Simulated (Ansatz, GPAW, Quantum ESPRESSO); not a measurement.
## AlNi3: valence-band photoemission

What would valence photoemission of AlNi3 look like, and what sets its shape?

Main program and level: Ansatz 0.2.0, Quantum ESPRESSO 7.5 and GPAW 26.7.0; DFT, PBE, plane-wave PAW, default files, scalar-relativistic, in the first sound run; inputs show where later runs differ.

## (1) Set-up

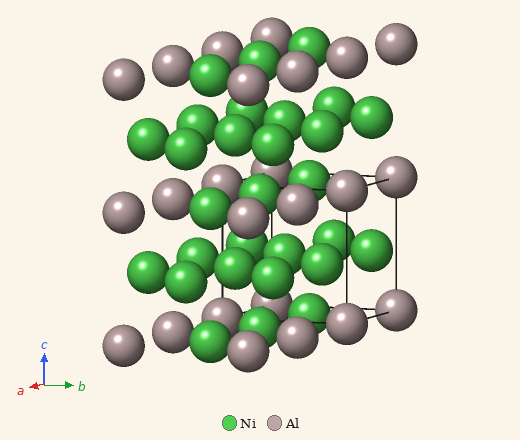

The cell as given, slightly off an axis (nickel green, aluminium light grey). 3×1×2 cells are drawn. Some periodic images of atoms are drawn too.

## (2) Self-consistent run, DOS and bands

The base run gives the projected DOS, from which the spectra are built. The DOS is taken on a denser mesh than the density.

Contents of input.yaml:

```yaml
crystal:
  lattice:
    - [3.5230547267, 0.0, 0.0]
    - [0.0, 3.5230547267, 0.0]
    - [0.0, 0.0, 3.5230547267]
  atoms:
    - { symbol: Ni, position: [0.5, 0.5, 0.0], spin: 1.0 }
    - { symbol: Ni, position: [0.5, 0.0, 0.5], spin: 1.0 }
    - { symbol: Ni, position: [0.0, 0.5, 0.5], spin: 1.0 }
    - { symbol: Al, position: [0.0, 0.0, 0.0] }
magnetization:
  spin_polarized: true
kpoints:
  mp_grid: { grid: [10, 10, 10] }
  band_path:
    path:
      - [[0.0, 0.0, 0.0], [0.0, 0.5, 0.0], [0.5, 0.5, 0.0], [0.0, 0.0, 0.0], [0.5, 0.5, 0.5], [0.0, 0.5, 0.0]]
      - [[0.5, 0.5, 0.5], [0.5, 0.5, 0.0]]
    npoints: 15
scf:
  occupations: { method: fermi_dirac, width: 0.05 }
  n_extra_bands: 12
hamiltonian:
  xc: pbe
  pseudopotentials: { kind: paw }
output:
  forces: true
  stress: true
  dos:
    projected: true
    de: 0.05
    e_range: [-30, 12]
    nscf_kmesh: { grid: [18, 18, 18] }
  fatbands: true
  write_density: true
  write_potential: true
  elf: true
  volumetric_format: npy
```

Command:

```bash
$ ansatz run input.yaml --threads 2 --pin off --max-ram 6144MiB --backend cpu --events-out ev --progress --plain --runs-dir out
```

Numbers of over 12 decimals in the logs are rounded to 6 here.

The program printed:

```text
scf.n_extra_bands = 12 over 29 filled bands (N_el = 57.0): the run solves 41 bands
Engine: ansatz 0.2.0, aarch64-unknown-linux-gnu
Pseudopotentials: kind: paw
Pseudopotential: Ni, paw, valence charge 18, recommended cutoff 420 eV (normal), Ni.paw.azcp
Pseudopotential: Al, paw, valence charge 3, recommended cutoff 420 eV (normal), Al.paw.azcp
Functional definition: PBE
  parameter kappa = 0.804
  parameter beta = 0.066725
  exchange = pbe_x(kappa = kappa, mu = beta*pi^2/3)
  correlation = pbe_c(beta = beta)
Crystal: 4 atoms, lattice volume = 43.728 Å³
Basis set: ecut = 420 eV, 847 PW (Γ), exchange–correlation on 48×48×48 points (8 copies of the dense FFT grid, shifted against one another)
Bands: 41, of which v1, the nominal top of the filled ones, is band 29 counted from 1 (28 counted from 0)
Symmetry: 48 space group operations
Space group: Pm-3m (ITA 221), of the structure as read, at distance tolerance 3.5e-5 Å
Magnetic group: BNS 221.92 (UNI 1594), of the structure as read, at distance tolerance 3.5e-5 Å
k-points: 56 of 1000
Non-local potential: Ni, projectors of the file, l = 0: 3, l = 1: 2, l = 2: 3, l = 3: 1
Non-local potential: Al, projectors of the file, l = 0: 2, l = 1: 2, l = 2: 1
PAW form: soft (Blöchl's): semilocal exchange-correlation on the pseudo side does not see the compensation charge
PAW one-centre angular grid: Ni, 590 points (default); XC on 64 Gauss nodes
PAW one-centre angular grid: Al, 110 points (default); XC on 64 Gauss nodes
Initial density: superposition of atomic densities (chi_scale 0.1, normalization cell)
Starting moments: Σ|m| = 3 μB on 3 of 4 sites
Initial wavefunctions: pseudopotential atomic-orbital guess
Functional: x = pbe(κ = 0.804, μ = 0.219515), c = pbe(β = 0.066725)
SCF iter   1: F=—  HF=-18055.961717 eV  |F-HF|=—  |Δ(HF+E_count)|=         —  Δρ=1.18e-1 (↑1.18e-1 ↓4.09e-2)  dr2=2.79e0  dr2_m=2.00e0  M=0.998 μB ∫|m|=1.240 μB  β_m=0.30  ethr=3.10e-3  ⟨swp⟩=5.8  Hψ=18086  notcnv=0  defer=53
Mixer restart at iter 1: flushing history
preconditioner: auto → Kerker (q_TF=auto, 2.852 Å⁻¹)  [metal: Δε(μ)=0.009 eV  Ē_g=11.329 eV  σ=0.050 eV  W_gap=0.04  n_scr=18 (ndim 8)  ℏωp=32.3 eV  f_vac=0.000  D(μ)=3.00/eV (n_scr^D=26)]
spin=Collinear: Kerker preconditioning applied to the charge; magnetization (m = ρ↑ − ρ↓) channel mixes plain (no charge-response kernel on spin).
SCF iter   2: F=—  HF=-18055.097179 eV  |F-HF|=—  |Δ(HF+E_count)|=   8.65e-1  Δρ=6.71e-2 (↑3.75e-2 ↓6.71e-2)  dr2=4.36e-1  dr2_m=1.00e0  M=1.010 μB ∫|m|=1.205 μB  β_m=0.37  ethr=3.10e-3  ⟨swp⟩=2.0  Hψ=7529  notcnv=0  defer=543
SCF iter   3: F=—  HF=-18056.589381 eV  |F-HF|=—  |Δ(HF+E_count)|=    1.49e0  Δρ=5.05e-2 (↑2.38e-2 ↓5.05e-2)  dr2=4.17e-1  dr2_m=5.10e-1  M=0.931 μB ∫|m|=1.129 μB  β_m=0.43  ethr=7.65e-4  ⟨swp⟩=2.1  Hψ=7082  notcnv=0  defer=540
SCF iter   4: F=—  HF=-18058.109345 eV  |F-HF|=—  |Δ(HF+E_count)|=    1.52e0  Δρ=3.43e-2 (↑6.91e-3 ↓3.43e-2)  dr2=4.82e-1  dr2_m=1.32e-1  M=0.755 μB ∫|m|=0.955 μB  β_m=0.73  ethr=7.32e-4  ⟨swp⟩=2.9  Hψ=7422  notcnv=0  defer=567
SCF iter   5: F=—  HF=-18058.287418 eV  |F-HF|=—  |Δ(HF+E_count)|=   1.78e-1  Δρ=1.97e-2 (↑6.83e-3 ↓1.97e-2)  dr2=1.39e-1  dr2_m=2.05e-2  M=0.650 μB ∫|m|=0.819 μB  β_m=0.87  ethr=7.32e-4  ⟨swp⟩=3.0  Hψ=8340  notcnv=0  defer=576
SCF iter   6: F=—  HF=-18058.364367 eV  |F-HF|=—  |Δ(HF+E_count)|=   7.69e-2  Δρ=2.17e-3 (↑1.78e-3 ↓2.17e-3)  dr2=5.10e-3  dr2_m=4.63e-5  M=0.687 μB ∫|m|=0.864 μB  β_m=0.93  ethr=2.44e-4  ⟨swp⟩=2.3  Hψ=7466  notcnv=0  defer=607
SCF iter   7: F=—  HF=-18058.368014 eV  |F-HF|=—  |Δ(HF+E_count)|=   3.65e-3  Δρ=2.09e-3 (↑1.57e-3 ↓2.09e-3)  dr2=3.21e-3  dr2_m=3.17e-5  M=0.696 μB ∫|m|=0.877 μB  β_m=0.89  ethr=8.94e-6  ⟨swp⟩=2.3  Hψ=6490  notcnv=0  defer=607
SCF iter   8: F=—  HF=-18058.368037 eV  |F-HF|=—  |Δ(HF+E_count)|=   2.33e-5  Δρ=6.22e-4 (↑3.68e-4 ↓6.22e-4)  dr2=2.77e-4  dr2_m=7.15e-6  M=0.698 μB ∫|m|=0.880 μB  β_m=0.95  ethr=5.63e-6  ⟨swp⟩=2.3  Hψ=6144  notcnv=0  defer=607
SCF iter   9: F=—  HF=-18058.368038 eV  |F-HF|=—  |Δ(HF+E_count)|=   7.80e-7  Δρ=2.68e-5 (↑2.42e-5 ↓2.68e-5)  dr2=3.25e-7  dr2_m=1.16e-7  M=0.698 μB ∫|m|=0.880 μB  β_m=0.97  ethr=4.86e-7  ⟨swp⟩=2.0  Hψ=5847  notcnv=0  defer=607
SCF iter  10: F=—  HF=-18058.368055 eV  |F-HF|=—  |Δ(HF+E_count)|=   1.71e-5  Δρ=2.84e-5 (↑1.54e-5 ↓2.84e-5)  dr2=5.55e-7  dr2_m=1.85e-8  M=0.698 μB ∫|m|=0.880 μB  β_m=0.97  ethr=5.70e-10  ⟨swp⟩=2.0  Hψ=7825  notcnv=0  defer=607
SCF iter  11: F=—  HF=-18058.368055 eV  |F-HF|=—  |Δ(HF+E_count)|=   1.51e-8  Δρ=1.23e-5 (↑6.25e-6 ↓1.23e-5)  dr2=9.79e-8  dr2_m=4.05e-9  M=0.698 μB ∫|m|=0.880 μB  β_m=0.99  ethr=5.70e-10  ⟨swp⟩=1.3  Hψ=4710  notcnv=0  defer=607
SCF iter  12: F=-18058.368055 eV  HF=-18058.368055 eV  |F-HF|=1.04e-8  |Δ(HF+E_count)|=   7.25e-9  Δρ=3.68e-6 (↑2.66e-6 ↓3.68e-6)  dr2=1.18e-8  dr2_m=1.13e-10  M=0.698 μB ∫|m|=0.880 μB  ethr=1.72e-10  ⟨swp⟩=11.3  Hψ=31402  notcnv=0
SCF 1 converged in 12 iterations: F = -18058.368055 eV  dr2 = 1.18e-8
  greatest PAW one-centre occupation: 1.001 electrons in one spin orbital (limit 2), on the Ni atom at site 2 (counted from 0), in its partial waves of l = 1
NSCF: frozen V_eff on 92 k-points
NSCF: frozen V_eff on 220 k-points
SCF converged after 12 iterations
Magnetization: 0.6983 μB (28.8491 up, 28.1509 down)
Absolute magnetization: 0.8810 μB (∫|ρ↑−ρ↓|, with the PAW one-centre terms)
Spin contamination: 0.0114 ħ² per cell (⟨S²⟩ above its minimum at these occupations)
Per-site moments (μB) at R_I (Å): [(0.259561, 1.027610), (0.259561, 1.027610), (0.259561, 1.027610), (-0.016252, 1.027610)]
Free energy (F): -18058.368055 eV
Harris-Foulkes:  -18058.368055 eV  (|F-HF|=1.04e-8)
Internal energy: -18058.340696 eV  (E = F + TS)
E sigma→0 (E₀):  -18058.354375 eV
Entropy (-TS):   -0.027359 eV (-6.840 meV/atom)
Fermi energy:    16.475249 eV
--- Per-component energies (eV) ---
  E_band       = -901.220297
  E_kinetic    = 879.168670
  E_local      = -11867.507751  (includes V_loc(G=0)·N_el)
  E_nonlocal   = 1916.788102
  E_hartree    = 5057.421236
  E_xc         = -297.756645
  E_vxc        = -361.824402  (∫ρ·V_xc dr)
  E_paw        = -5358.276474  (= ΣΔE_a)
  E_vpaw       = -1582.704630  (= ΣTr[D̂ρ^β])
  E_aug_tail   = 0.001709  (compensation charges beyond the density's cutoff)
  E_ewald      = -8388.179542
  E_smearing   = -0.027359  (= −TS)
  E_closure    = 0.000000  (closes the sum)
  Σ components = -18058.368055   (vs F -18058.368055, Δ=0.00e0)
--- Forces (eV/Å), atoms counted from 1 ---
  atom   1  Ni     0.00000000     0.00000000     0.00000000
  atom   2  Ni    -0.00000000    -0.00000000     0.00000000
  atom   3  Ni     0.00000000     0.00000000    -0.00000000
  atom   4  Al    -0.00000000     0.00000000     0.00000000
  max |Σ_I F_I| component: 8.11e-29 eV/Å
--- Stress (GPa, compression-positive) ---
        7.320465       0.000000       0.000000
       -0.000000       7.320465       0.000000
        0.000000       0.000000       7.320465
  P = ⅓ Tr σ = 7.3205 GPa (73.205 kbar)
--- Band table (eV; the first three rows and the last of 112) ---
  k-point 0 ↑: bands = [... 25 lower, 16.4068, 16.4068, 16.4068, 17.2998, 17.2998, 17.2998, 23.1581, 23.1581, ... 8 higher]
  k-point 1 ↑: bands = [... 25 lower, 16.1160, 16.1706, 16.4069, 16.8147, 17.7517, 17.7517, 23.1458, 23.5122, ... 8 higher]
  k-point 2 ↑: bands = [... 25 lower, 15.8936, 16.0231, 16.0420, 16.4072, 18.6048, 18.6048, 23.1097, 23.7696, ... 8 higher]
  k-point 55 ↓: bands = [... 25 lower, 15.5535, 15.5535, 16.1530, 16.5982, 16.5982, 16.5982, 20.1538, 20.8080, ... 8 higher]
```

Wall time 22 s (2 threads of Arm Neoverse V2, shared host); peak memory 0.55 GiB; 44 s of CPU time.

In the SCF lines HF is the Harris–Foulkes energy and dr2 the Hartree energy of the density residual, in eV; the loop may stop once dr2 is under the threshold and the program's other checks hold. Hψ counts applications of the Hamiltonian.

This step gave:

```yaml
free_energy: -18058.3681 eV
energy_at_zero_smearing: -18058.3544 eV
smearing_term_ts: 0.02736 eV
fermi_energy: 16.48 eV
magnetization: 0.6983 μB
absolute_magnetization: 0.8810 μB
site_moments: 0.2596, 0.2596, 0.2596, -0.01625 μB
symmetry_operations: 48
pressure: 7.320 GPa
zero_of_energy: Fermi level
share_of_occupied_states_in_no_projected_shell: 0.0173 of the occupied states in the window
dos_at_the_fermi_level: 3.237 states/eV/cell
```

Electronic bands along the path, in eV, zero at the Fermi level; # counts the bands kept:

| point | up #14 | up #17 | up #18 | up #19 | down #13 | down #14 | down #15 | down #17 |
| --- | --- | --- | --- | --- | --- | --- | --- | --- |
| Γ | -0.07 | 0.82 | 0.82 | 0.82 | 0.02 | 0.37 | 0.37 | 0.79 |
| X | -1.22 | -0.07 | 5.63 | 5.63 | -0.96 | -0.96 | -0.85 | 0.37 |
| M | -1.25 | -0.60 | 0.88 | 0.88 | -1.18 | -1.15 | -0.81 | -0.47 |
| Γ | -0.07 | 0.82 | 0.82 | 0.82 | 0.02 | 0.37 | 0.37 | 0.79 |
| R | -1.10 | -0.25 | -0.25 | -0.25 | -1.21 | -0.92 | -0.92 | 0.12 |
| X | -1.22 | -0.07 | 5.63 | 5.63 | -0.96 | -0.96 | -0.85 | 0.37 |
| jump to R | -1.10 | -0.25 | -0.25 | -0.25 | -1.21 | -0.92 | -0.92 | 0.12 |
| M | -1.25 | -0.60 | 0.88 | 0.88 | -1.18 | -1.15 | -0.81 | -0.47 |

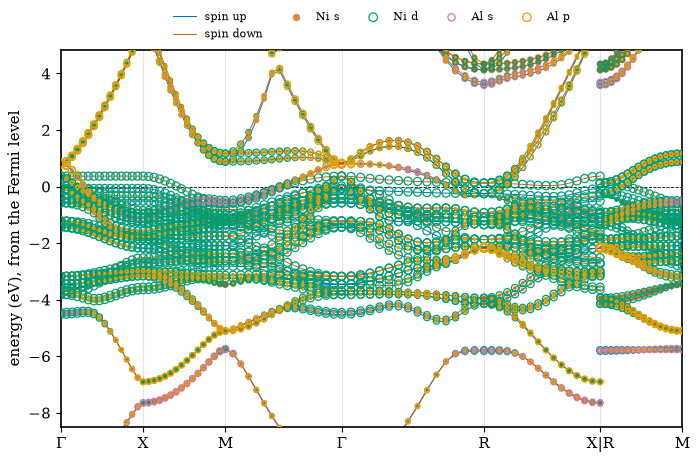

Electronic bands along the path; the two colours are the two spins; dots are coloured as in the legend, and their area grows with the weight.

The DOS has structure finer than the step of the table below, so its rows give means over 2 eV, whole bins alone (the curve runs from -11.7 to 12.0 eV). Peaks (eV: height): total -3.2: 9.16, -2.7: 8.08, -2.2: 8.98, -1.0: 13.3; Ni 3d -3.2: 7.68, -2.7: 7.12, -2.2: 8.36, -1.2: 12.8; Al 3p -4.8: 0.488, -3.0: 0.787, -2.6: 0.612, 1.4: 0.637; Ni 4s -3.3: 0.784, 4.8: 0.539, 6.9: 0.408, 7.7: 0.457; Al 3s -5.8: 0.352, -4.4: 0.217, -0.4: 0.271, 4.4: 0.199.

* holds the states left over by the projection beside any projected weight of its own. The DOS by E, zero at the Fermi level; means over each step; values in states/eV/cell:

| E (eV) | total | Ni 3d | Al 3p | Ni 4s | Al 3s | Ni 4p* |
| --- | --- | --- | --- | --- | --- | --- |
| -10 | 0.134 | 0.00140 | 0.0143 | 0.0829 | 0.0351 | 5.8e-4 |
| -8 | 0.522 | 0.0244 | 0.0996 | 0.219 | 0.172 | 0.00613 |
| -6 | 0.857 | 0.189 | 0.248 | 0.221 | 0.186 | 0.0121 |
| -4 | 3.60 | 2.65 | 0.445 | 0.354 | 0.0954 | 0.0591 |
| -2 | 7.52 | 6.95 | 0.284 | 0.123 | 0.0150 | 0.155 |
| 0 | 4.63 | 4.13 | 0.159 | 0.127 | 0.106 | 0.109 |
| 2 | 1.32 | 0.551 | 0.476 | 0.133 | 0.0456 | 0.110 |
| 4 | 0.927 | 0.180 | 0.255 | 0.235 | 0.111 | 0.147 |
| 6 | 1.20 | 0.130 | 0.248 | 0.326 | 0.0629 | 0.431 |
| 8 | 1.42 | 0.0774 | 0.178 | 0.318 | 0.106 | 0.745 |
| 10 | 1.47 | 0.0483 | 0.228 | 0.275 | 0.0333 | 0.883 |

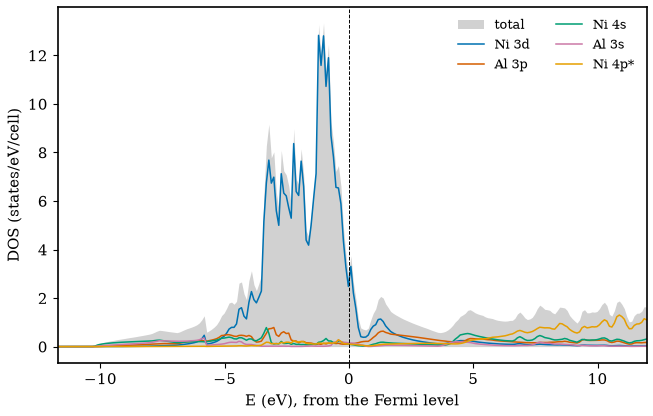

DOS, plotted against E.

This run's widths, added to any smearing of the DOS itself: Gaussian 0.6 eV, Lorentzian 0.1 eV plus 0.08 an eV of depth. The intensity by binding energy, zero at the Fermi level; values in % of the maximum within 13 eV:

| binding energy (eV) | 21.2 eV | 150 eV | 1486.7 eV | 9251.7 eV |
| --- | --- | --- | --- | --- |
| -1 | 1.76 | 1.75 | 1.79 | 2.31 |
| 0 | 27.1 | 26.8 | 27.4 | 34.7 |
| 1 | 99.6 | 99.6 | 99.6 | 99.0 |
| 2 | 65.3 | 65.1 | 65.1 | 63.2 |
| 3 | 58.8 | 58.3 | 59.1 | 74.0 |
| 4 | 22.2 | 21.6 | 23.5 | 55.7 |
| 5 | 8.27 | 7.55 | 9.73 | 46.0 |
| 6 | 4.02 | 3.32 | 5.34 | 35.6 |
| 7 | 2.26 | 1.62 | 3.58 | 32.7 |
| 8 | 1.39 | 0.895 | 2.69 | 30.9 |
| 9 | 0.815 | 0.520 | 1.77 | 22.6 |
| 10 | 0.438 | 0.310 | 0.914 | 11.2 |
| 11 | 0.235 | 0.196 | 0.362 | 3.12 |

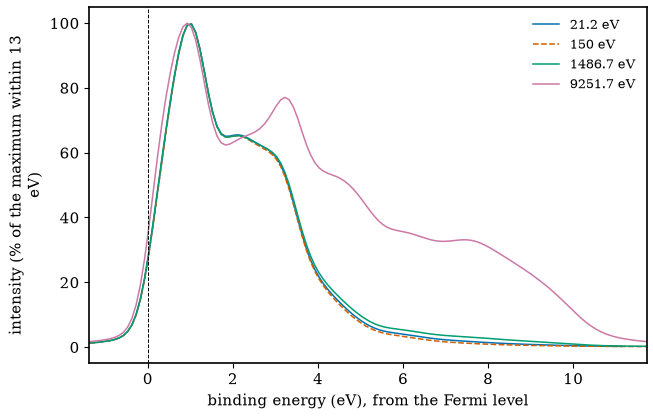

Intensity against binding energy.

Maxima picked by a test of local sharpness, so broad peaks and shoulders can be missing; peaks within 0.45 eV of a curve's cut are left out. Valence peaks, by row:

| photon energy (eV) | binding energy (eV) | height (% of the maximum within 13 eV) | main shell | its share (%) |
| --- | --- | --- | --- | --- |
| 21.2 | 2.1 | 65.52 | Ni 3d | 98.74 |
| 21.2 | 1 | 100 | Ni 3d | 99.3 |
| 150 | 2.1 | 65.23 | Ni 3d | 99.7 |
| 150 | 1 | 100 | Ni 3d | 99.83 |
| 1487 | 2.1 | 65.27 | Ni 3d | 98.17 |
| 1487 | 1 | 100 | Ni 3d | 98.35 |
| 9252 | 7.45 | 33.13 | Ni 4s | 69.7 |
| 9252 | 3.25 | 77.07 | Ni 3d | 48.75 |
| 9252 | 0.9 | 100 | Ni 3d | 72.24 |

Shapes are the site's partial DOS without matrix elements, which overweights lines from ligand s bands. Table of intensity by emission energy less the core level's binding energy, zero at the Fermi level; read off at these points; values in % of the unpolarised maximum:

| emission energy less the core level's binding energy (eV) | Ni L-alpha | Al K-beta | Al L2,3 |
| --- | --- | --- | --- |
| -11.50 | 0.456 | 2.05 | 3.20 |
| -11.00 | 0.516 | 2.71 | 5.05 |
| -10.50 | 0.593 | 3.87 | 9.46 |
| -10.00 | 0.691 | 5.95 | 18.2 |
| -9.50 | 0.820 | 9.18 | 29.7 |
| -9.00 | 0.993 | 13.3 | 42.3 |
| -8.50 | 1.23 | 18.0 | 56.7 |
| -8.00 | 1.57 | 22.9 | 74.1 |
| -7.50 | 2.06 | 27.8 | 89.5 |
| -7.00 | 2.78 | 33.8 | 96.8 |
| -6.50 | 3.85 | 42.1 | 99.9 |
| -6.42 | 4.06 | 43.6 | 100.0 |
| -6.00 | 5.35 | 52.2 | 92.4 |
| -5.50 | 7.65 | 65.1 | 69.7 |
| -5.00 | 11.9 | 78.7 | 64.8 |
| -4.50 | 19.1 | 85.1 | 65.9 |
| -4.00 | 30.6 | 84.7 | 46.3 |
| -3.50 | 48.6 | 91.1 | 23.8 |
| -3.00 | 65.4 | 99.9 | 14.0 |
| -2.50 | 74.1 | 86.6 | 10.00 |
| -2.00 | 79.5 | 60.3 | 8.62 |
| -1.50 | 90.2 | 41.5 | 10.8 |
| -1.00 | 99.7 | 32.9 | 25.6 |
| -0.50 | 78.7 | 27.1 | 62.5 |
| -0.32 | 65.2 | 23.8 | 65.2 |
| 0.00 | 40.8 | 16.6 | 44.3 |
| 0.50 | 15.7 | 7.45 | 7.59 |
| 1.00 | 7.02 | 3.94 | 1.13 |

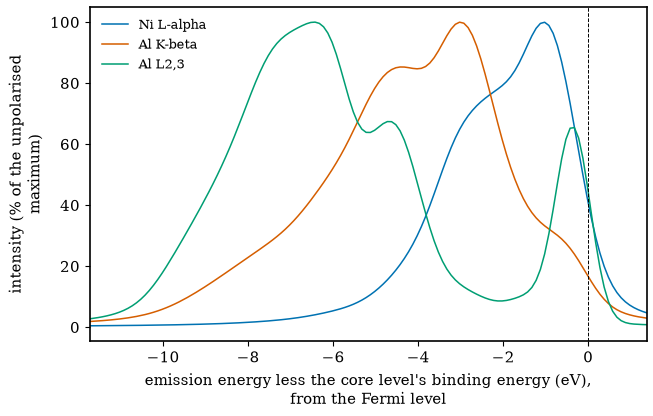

Intensity, plotted against emission energy less the core level's binding energy.

Shapes are the site's partial DOS without matrix elements, which overweights lines from ligand s bands. Emission peaks, by row:

| line | energy (eV) | height (%) |
| --- | --- | --- |
| Ni L-alpha | -1.05 | 100 |
| Al K-beta | -4.4 | 85.29 |
| Al K-beta | -3 | 100 |
| Al L2,3 | -6.45 | 100 |
| Al L2,3 | -4.7 | 67.46 |
| Al L2,3 | -0.35 | 65.8 |

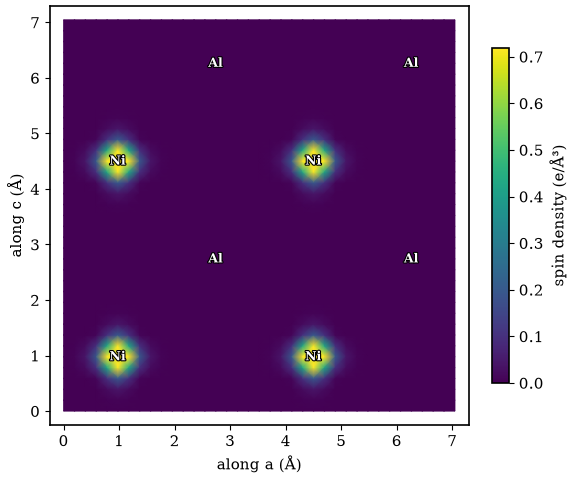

Spin density in the ac plane at fractional y = 0.000, with atoms of Ni and Al within 0.2 Å of it. The map starts off the cell's origin, so that atoms lie inside it.

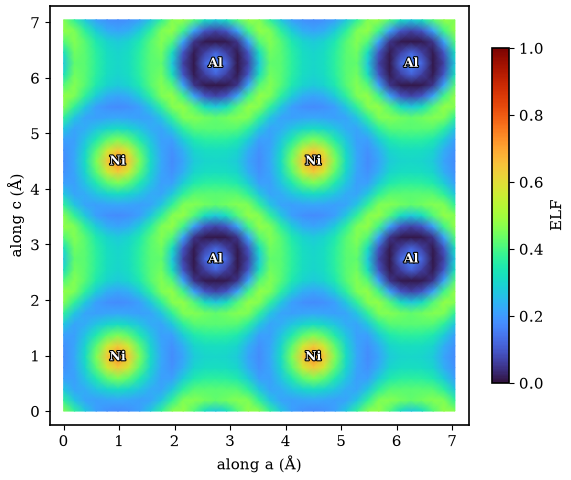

ELF in the ac plane at fractional y = 0.000, with atoms of Ni and Al within 0.2 Å of it. It is the smooth field of the valence electrons, not physical close to the nuclei. The map starts off the cell's origin, so that atoms lie inside it.

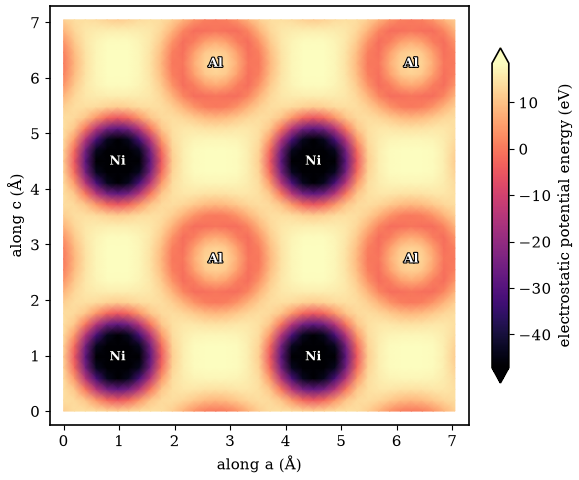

Electrostatic potential energy in the ac plane at fractional y = 0.000, with atoms of Ni and Al within 0.2 Å of it. With pseudopotentials it is smooth inside the atoms' cores, unlike the true potential. The map starts off the cell's origin, so that atoms lie inside it.

Recipe: projected DOS times atomic cross section and asymmetry factor (linear light, 54.7° from the polarisation), occupied states only, Fermi edge at 77 K, a Lorentzian width of 0.1 eV growing by 0.08 eV per eV of binding energy, and a resolution of 0.6 eV. Curves are cut 10 eV under the photon energy, above any shell that the free atom's threshold puts out of reach, or at the lower edge of the window: 11.2 eV at 21.2 eV, 11.8 eV at 150 eV, 11.8 eV at 1486.7 eV and 11.8 eV at 9251.7 eV. A star in tables and legends marks shells that hold the states left over by the projection (1.7 % of the filled ones), a stand-in for orbitals that the files don't project on. Matrix elements of the solid and inelastic losses aren't modelled, nor non-dipole terms, which matter above 3 keV.

How the area divides among the shells (%):

| shell | 21.2 eV | 150 eV | 1486.7 eV | 9251.7 eV |
| --- | --- | --- | --- | --- |
| Ni 4s | 0.5 | 0.3 | 4.1 | 47.9 |
| Ni 3d | 96.9 | 99.1 | 93.1 | 40.0 |
| Al 3s | 1.1 | 0.3 | 2.0 | 10.7 |

At this lattice the functional leaves a pressure of 7.3 GPa, which widens the bands against the functional's own equilibrium. At the Fermi level the DOS is 3.24 states/eV a cell, and on the broadened curves Ni 3d holds 85 % of the total there.

(Continued in part 2 of 8.)

[Logs are printed without paths, hosts, clocks, repeated set-up lines and the standing remarks that a program may print on its own settings, such as how far it seeks lower states.]

[Hosts, paths, dates, database ids (printed as entryN), source tags and the programs' standing remarks are cut or masked in the printed files.]

[Maps of the electrostatic potential energy from Ansatz leave out the sawtooth potential of an applied field or a dipole correction, so their vacuum need not be flat; work functions include it.]

[Peak lists hold at most the 14 tallest peaks of each spectrum; further lines can be left out.]
